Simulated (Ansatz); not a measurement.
## Frequency calculation of SnNH3F2

SnNH3F2, computed with r2SCAN50/LANL2DZ, RKS, core potentials LANL2DZ (Ansatz 0.2.0).

The geometry was optimised with r2SCAN50/LANL2DZ. Figures and captions count atoms from 1; the log counts them from 0 in places.

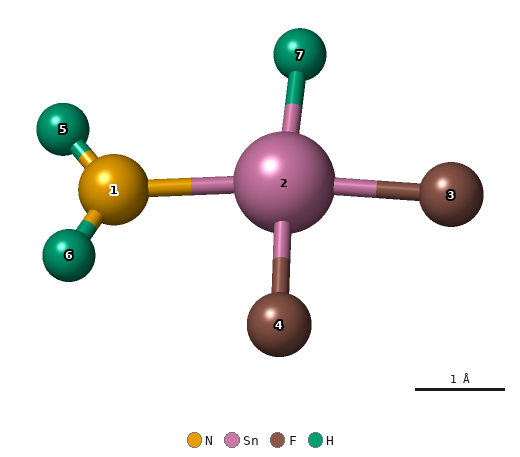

Fig. 1: The structure as given in the input (ball-and-stick view, seen at a tilt; atoms are numbered from 1 in the order of the input). Sticks mark near contacts. Bond lengths as drawn: F–Sn 1.89 to 1.90 Å, H–N 1.00 Å, H–Sn 1.71 Å and N–Sn 1.94 Å.

## Summary

- outcome: converged
- total energy: −259.476990 hartree
- basis functions: 41
- largest force: 0.002 eV/Å
- zero-point energy: 0.038400 hartree
- dipole moment: 5.28 D
- wavenumbers, lowest and highest: 235i and 3865 cm⁻¹
- hardware: 1 thread of AMD EPYC (Zen 3), 128 GiB of memory available, shared host
- wall time: 56 s
- peak memory: 0.13 GiB

## Input file
```yaml
basis:
  gaussian:
    orbitals: LANL2DZ.json
crystal:
  periodic: [false, false, false]
  atoms:
    - {symbol: "N", position_ang: [-0.733492, 0.934729, -0.399262]}
    - {symbol: Sn, position_ang: [0.453015, -0.472341, 0.198297]}
    - {symbol: F, position_ang: [1.417675, -2.002155, 0.792324]}
    - {symbol: F, position_ang: [-1.071994, -1.594736, 0.247865]}
    - {symbol: H, position_ang: [-0.431588, 1.869224, -0.607260]}
    - {symbol: H, position_ang: [-1.718204, 0.780453, -0.526667]}
    - {symbol: H, position_ang: [1.900954, 0.446119, 0.192315]}
hamiltonian:
  xc: {name: r2SCAN50}
phonons:
  temperatures: {t_min: 300, t_max: 1500, t_step: 300}
```

Run as:
```bash
ansatz run run.yaml --threads 1 --pin off --max-ram 2610MiB --events-out events.jsonl --progress --plain --runs-dir runs
```

## The program's output
```
Functional definition: r2SCAN50
  name "r2SCAN50"
  parameter a = 0.5
  parameter k0 = 0.174
  parameter k1 = 0.065
  parameter a1 = 4.9479
  exchange = (1 - a)*r2scan_x(k0 = k0, k1 = k1, a1 = a1) + a*exact_x
  correlation = r2scan_c
530 factors; integrals over basis functions are off by at most 1.2e-4 eV
mean field evaluation 1: about -7053.9943 eV, gradient 5.8e1 eV
mean field evaluation 2: about -7051.2254 eV, gradient 6.9e1 eV
mean field evaluation 4: about -7060.7214 eV, gradient 2.8e0 eV
mean field evaluation 8: about -7060.7286 eV, gradient 3.2e-2 eV
mean field -7060.72858292 eV, -259.4769894887 hartree, gradient 9.1e-6 eV, S^2 0.000000; 0 other end points of the search recorded, 0 dependent functions left out
the calculation of the forces begins
reference -7060.72858919 eV, -259.4769897190 hartree; 16, 16 occupied and 25, 25 virtual orbitals, 530 factors
these checks for a lower state are left out or cut short: stability, starts, cluster_reference, orbital_swaps, neighbouring_geometries, increment
530 factors; integrals over basis functions are off by at most 1.2e-4 eV
mean field evaluation 16: about -7060.7362 eV, gradient 2.0e-1 eV
mean field -7060.72836822 eV, -259.4769815985 hartree, gradient 2.8e-6 eV, S^2 0.000000; 0 other end points of the search recorded, 0 dependent functions left out
[... from here on the field's lines of each further geometry are left out, up to the last ...]
the calculation of the forces begins
reference -7060.72858655 eV, -259.4769896221 hartree; 16, 16 occupied and 25, 25 virtual orbitals, 530 factors
these checks for a lower state are left out or cut short: stability, starts, cluster_reference, orbital_swaps, neighbouring_geometries, increment
530 factors; integrals over basis functions are off by at most 1.2e-4 eV
mean field -7060.72858225 eV, -259.4769894639 hartree, gradient 8.7e-7 eV, S^2 0.000000; 0 other end points of the search recorded, 0 dependent functions left out
the calculation of the forces begins
reference -7060.72858851 eV, -259.4769896941 hartree; 16, 16 occupied and 25, 25 virtual orbitals, 530 factors
WARN: phonons: modes at or below zero, which the zero-point energy, F, S and C_V leave out: 1, the lowest at -235.36 cm⁻¹. A minimum has none, and a first-order saddle one
Total energy: -7060.72858919 eV, -259.4769897190 hartree
Atom 0 at    -0.733492     0.934729    -0.399262 Å, force    -0.000418    -0.000625     0.000488 eV/Å
Atom 1 at     0.453015    -0.472341     0.198297 Å, force    -0.001366    -0.000077     0.000735 eV/Å
Atom 2 at     1.417675    -2.002155     0.792324 Å, force    -0.000732     0.000761    -0.000325 eV/Å
Atom 3 at    -1.071994    -1.594736     0.247865 Å, force     0.000708    -0.000811    -0.000391 eV/Å
Atom 4 at    -0.431588     1.869224    -0.607260 Å, force     0.000225     0.000888    -0.000848 eV/Å
Atom 5 at    -1.718204     0.780453    -0.526667 Å, force     0.001896    -0.000172     0.000732 eV/Å
Atom 6 at     1.900954     0.446119     0.192315 Å, force    -0.000312     0.000036    -0.000392 eV/Å
Dipole moment:     0.044055     1.059388    -0.288147 e Å
Vibrations: -235.36 220.65 287.66 361.19 545.59 577.76 599.79 688.16 743.42 750.17 900.73 1655.59 1941.07 3719.16 3864.78 cm⁻¹, zero-point energy 1.044921 eV
```

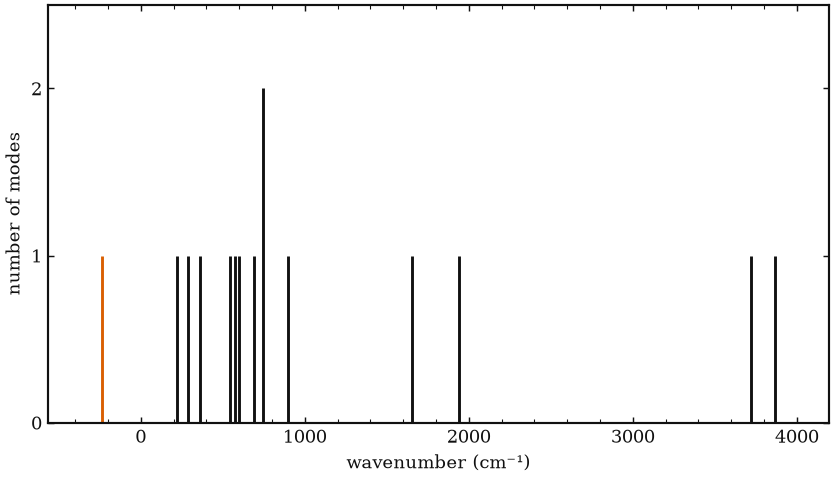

Fig. 2: Harmonic vibrational wavenumbers from the force constants; neighbouring modes closer than 19 cm⁻¹ are counted in one stick, and imaginary ones are drawn at negative wavenumbers. 15 modes from 235i to 3865 cm⁻¹, 1 imaginary beyond 8i (235i cm⁻¹): a first-order saddle point, if the geometry is stationary.

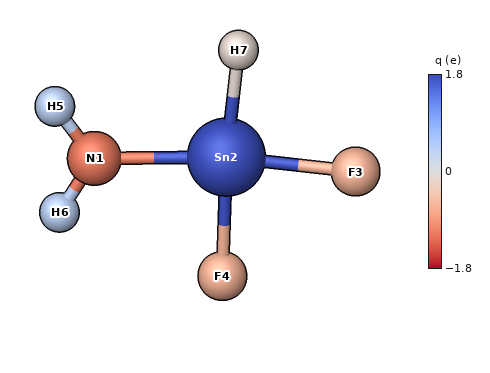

Fig. 3: Mulliken charges, as the colour of each atom (ball-and-stick view, seen at a tilt; atoms are numbered from 1 in the order of the input). By element: N −1.15, Sn +1.73, F −0.63 to −0.62 and H −0.12 to +0.40 e.
